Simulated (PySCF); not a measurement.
The calculation's input:

```
mol = gto.M(atom='''
Hf     0.13770    -0.10233     0.10233
H      1.17246     0.90016     1.19019
H     -0.90890    -1.14165     1.14165
H      1.17246    -1.19019    -0.90016
O     -1.15659     1.14617    -1.14617
H     -1.49566     2.03421    -0.92772
H     -1.49566     0.92772    -2.03421''',
    basis={'Hf': 'def2-SVP', 'H': 'def2-SVP', 'O': 'def2-SVP'},
    ecp={'Hf': 'def2-SVP'},
    charge=1, spin=0)
mf = dft.RKS(mol, xc='PBE0')
mf.grids.atom_grid = (75, 302)  # f atoms: at least (60, 302), unpruned
mf = mf.density_fit()  # Hf def2-universal-JKFIT, H def2-universal-JKFIT, O def2-universal-JKFIT
mf.conv_tol = 1e-09; mf.max_cycle = 55
mf.kernel(dm0)
```

Command:

```sh
OMP_NUM_THREADS=2 python run.py
```

Core potentials replace the inner electrons of Hf.

Theory: PySCF, RKS PBE0, Hf def2-SVP with ECP60, H def2-SVP, O def2-SVP; non-relativistic Hamiltonian with scalar-relativistic core potentials where named; density fitting.

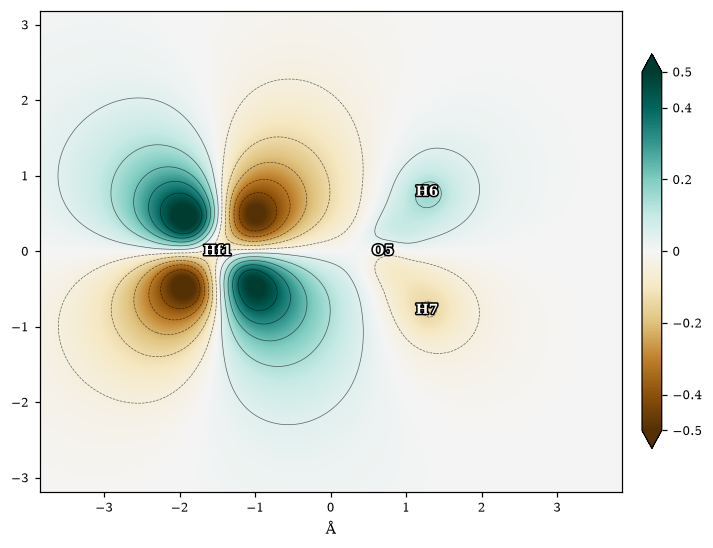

H5HfO (charge +1). The LUMO on the plane of atoms Hf1, O5 and H7 (values in Å⁻³ᐟ²; the overall sign is arbitrary).

**What is the character of this orbital?**

Its weight (Hirshfeld) is mainly on Hf1 (about 85 %). Its energy is −7.26 eV.
